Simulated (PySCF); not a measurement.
# C$_{2}$H$_{8}$Si, SMILES `C[SiH2]C`: electronic structure

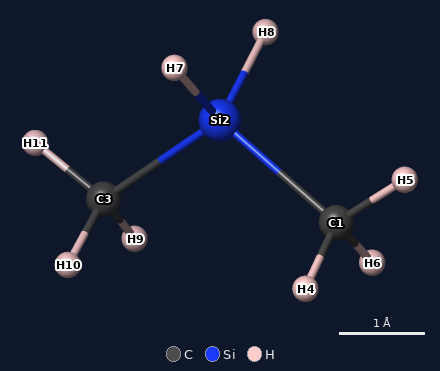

The molecule, with its atoms numbered as below. No frequency check shows the geometry to be a minimum.

Coordinates in Å:

```
C1      -1.5493    0.5266    0.0019
Si2      0.0000   -0.5714    0.0000
C3       1.5492    0.5266   -0.0020
H4      -1.5810    1.1682    0.8782
H5      -2.4543   -0.0734   -0.0089
H6      -1.5833    1.1680   -0.8743
H7       0.0006   -1.4231    1.1976
H8      -0.0007   -1.4232   -1.1975
H9       1.5809    1.1682   -0.8783
H10      1.5830    1.1684    0.8742
H11      2.4542   -0.0733    0.0089
```

Part 1: Bonding charge

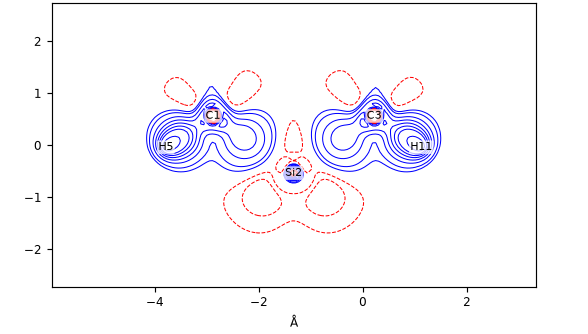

Deformation density (molecule less spherical, spin-averaged free atoms) in the plane of C1, Si2, C3, H5 and H11; contours at ±0.05 to ±0.8 e/Å³; solid blue lines: gain, dashed red lines: loss.

Computed with PySCF, B3LYP/cc-pVTZ, geometry: GFN2-xTB.

Question: Describe the bonding that the map shows.

Answer: C1–H5 and C3–H11: +0.71 e/Å³ at the bond critical point (bond length 1.09 Å, Mayer order 1.0). Si2–C3 and C1–Si2: +0.17 e/Å³ at the bond critical point (bond length 1.90 Å, Mayer order 1.0). In all, 2.4 electrons gather in the regions of gain relative to the promolecule.

Part 2: Bond critical points

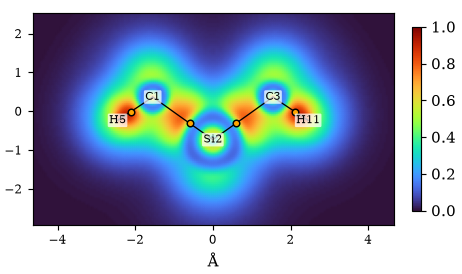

Localised orbital locator (LOL) in the plane of C1, Si2, C3, H5 and H11, with bond paths and bond critical points (dots).

Question: What values does LOL take at the bond critical points in this plane?

Answer: C1–H5 and C3–H11: about 0.87; Si2–C3 and C1–Si2: about 0.42. Values above 0.5 mark slow, localised electrons, as in shared pairs; low values at a critical point mark a polar or closed-shell contact whose critical point lies between the shells.

Question: Where along C1–H5 does the critical point lie?

Answer: 0.68 Å from C1 and 0.40 Å from H5.

Part 3: Local ionisation energy

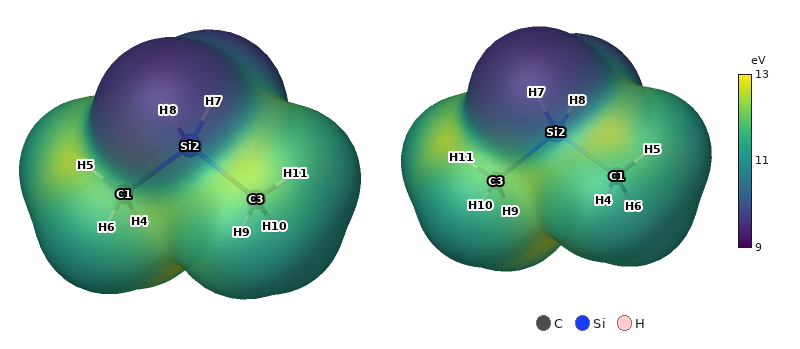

Average local ionisation energy on the surface of electron density 0.001 a.u. (back view left, front view right).

Question: Locate the minima of the map.

Answer: The lowest value is 9.5 eV, 1.5 Å from H8, and at like points elsewhere. Further minima include 11.0 eV, 1.5 Å from H5, and at like points elsewhere. For comparison, the highest occupied orbital lies at −8.5 eV.

Part 4: Excited states

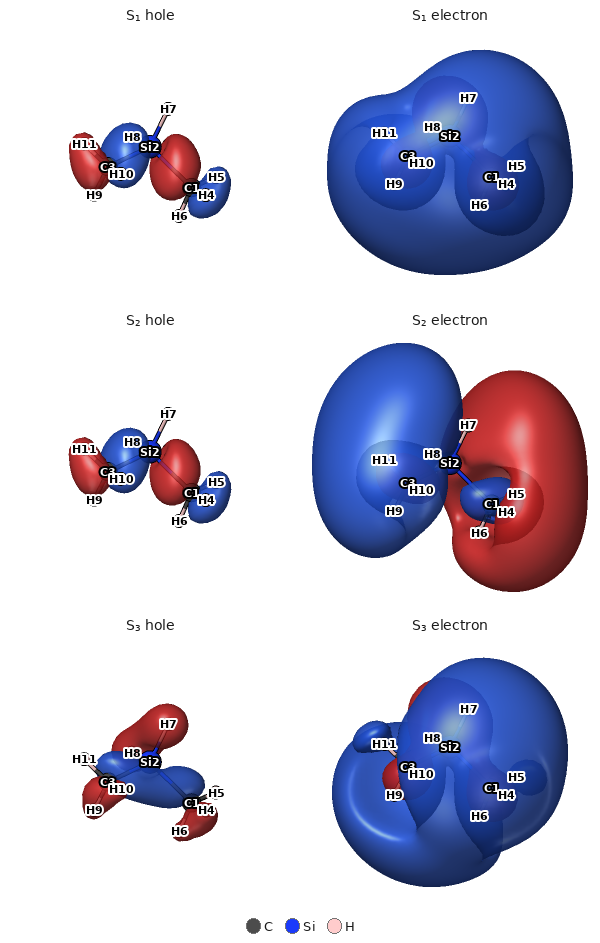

Leading natural transition orbitals (full linear response singlet states).

Level of theory: M06-2X/6-31+G* (PySCF), at a geometry from GFN2-xTB.

Question: Describe these excited states.

Answer: By state:
- S₁: 7.74 eV (160 nm), f = 0.083, σ → diffuse (Rydberg-like) orbital; the leading pair carries 97 %; hole on C1 and C3 (27 % each) and Si2 (26 %), electron on Si2 (29 %), C1 and C3 (17 % each) and H4, H6, H9 and H10 (6 % each) (atom shares of so diffuse an orbital are rough); their centroids lie 0.5 Å apart.
- S₂: 8.05 eV (154 nm), f = 0.056, σ → diffuse (Rydberg-like) orbital; the leading pair carries 72 %; hole on Si2 (27 %) and C1 and C3 (25 % each), electron on Si2 (34 %), C1 and C3 (16 % each) and H5 and H11 (6 % each) (atom shares of so diffuse an orbital are rough) (shares are of the whole state, not of the leading pair alone); their centroids lie 0.5 Å apart.
- S₃: 8.23 eV (151 nm), f = 0.000 (dark), σ → diffuse (Rydberg-like) orbital; the leading pair carries 73 %; hole on Si2 (28 %), C1 and C3 (20 % each) and H7 and H8 (8 % each), electron on Si2 (36 %) and C1 and C3 (16 % each) (atom shares of so diffuse an orbital are rough) (shares are of the whole state, not of the leading pair alone); their centroids lie 0.3 Å apart.

Part 5: Removing or adding an electron

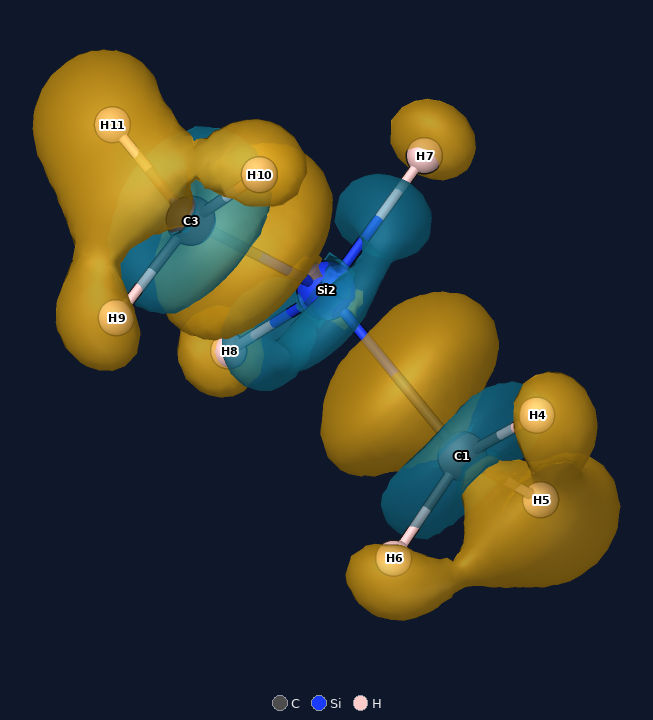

Fukui function f⁻ = ρ(N) − ρ(N−1) at fixed geometry, surfaces at ±0.03 e/Å³ (yellow positive, teal negative).

Computed with PySCF, ωB97X/def2-SVP, geometry: GFN2-xTB.

Question: On which atoms does the density change most on removal of an electron?

Answer: f⁻ (Hirshfeld-condensed) is largest on Si2 (0.17) and C1 and C3 (0.15 each); the vertical ionisation energy is 11.08 eV. Condensed values hint at sites of electrophilic attack but needn't mark the atom that reacts. Shares this close don't rank the sites. Orbital relaxation makes it negative in places (0.24 e in all).

| atom | f⁻ | charge |
| --- | --- | --- |
| C1 | +0.15 | −0.22 |
| Si2 | +0.17 | +0.36 |
| C3 | +0.15 | −0.22 |
| H4 | +0.06 | +0.04 |
| H5 | +0.09 | +0.04 |
| H6 | +0.06 | +0.04 |
| H7 | +0.06 | −0.09 |
| H8 | +0.06 | −0.09 |
| H9 | +0.06 | +0.04 |
| H10 | +0.06 | +0.04 |
| H11 | +0.09 | +0.04 |

Part 6: Localised orbitals

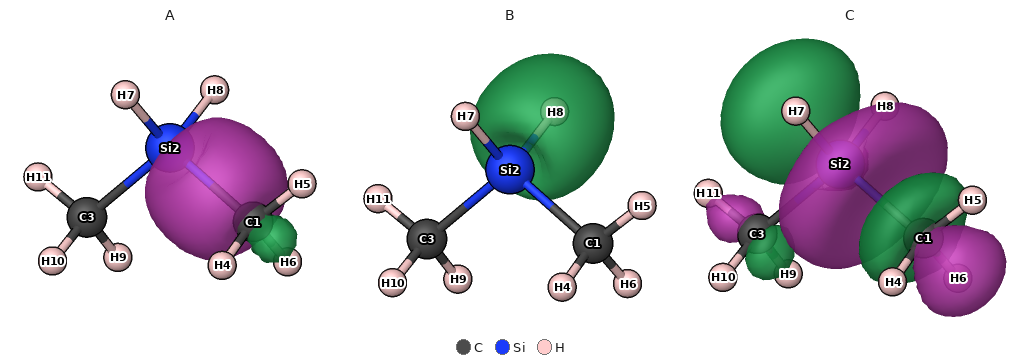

Intrinsic bond orbitals (IBO), occupied and valence-virtual; each surface holds about 80 % of the orbital's density. Energies are diagonal elements of the Fock matrix.

PySCF calculation, TPSSh/6-311G**, gas phase; geometry: GFN2-xTB.

Question: Name the orbitals, with their atomic make-up and energies.

Answer: By panel:
- A: σ bond C1–Si2 (C1 64 %, Si2 36 %; −10.7 eV)
- B: σ bond H8–Si2 (H8 56 %, Si2 43 %; −10.3 eV)
- C: σ* orbital Si2–C1, mostly on Si2 (Si2 64 %, C1 34 %; 5.2 eV)

Part 7: Stretching a bond

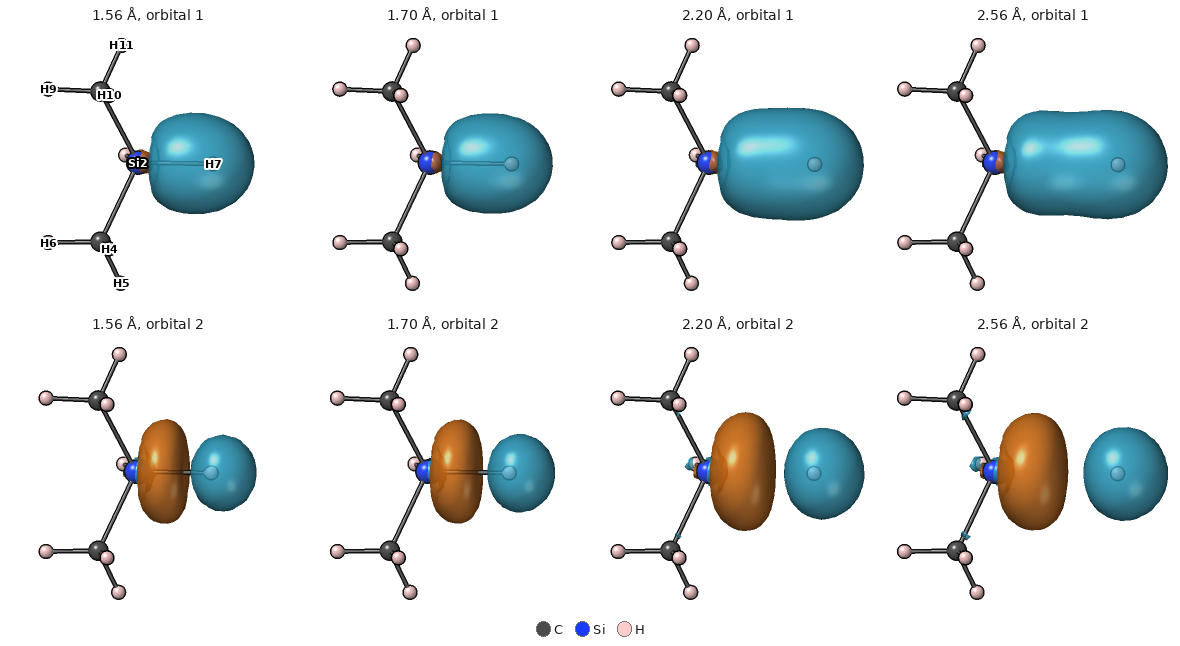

Rigid stretch of the Si2–H7 bond. The two CASSCF(2,2) natural orbitals nearest half filling (orbital 1 the more occupied).

Method: 6-311G** basis; geometry: GFN2-xTB; program: PySCF.

Question: How do the occupations change along the stretch?

Answer: 1.56 Å: 1.98 and 0.02; 1.70 Å: 1.97 and 0.03; 2.20 Å: 1.90 and 0.10; 2.56 Å: 1.81 and 0.19. At the longest distance computed (3.98 Å) they are 1.22 and 0.78, and the effective number of unpaired electrons is 1.8.

Question: Where does the UHF solution part from RHF?

Answer: Between 2.20 Å (⟨S²⟩ = 0, the two coincide) and 2.56 Å (⟨S²⟩ = 0.60); at 3.98 Å ⟨S²⟩ is 0.99 and UHF lies 3.0 eV below RHF.

Question: How much energy does the stretch cost?

Answer: By CASSCF, 3.7 eV from the lowest point of the scan (1.56 Å) to 3.98 Å; RHF gives 6.3 eV from its own lowest point. The fragments aren't relaxed and dynamic correlation is missing, so this isn't a bond dissociation energy.

The PySCF runs shown took 15 s, 7.1 min, 110 s, 17 s and 4 min on 1 thread of Intel(R) Xeon(R) Platinum 8488C (Sapphire Rapids) (shared host).
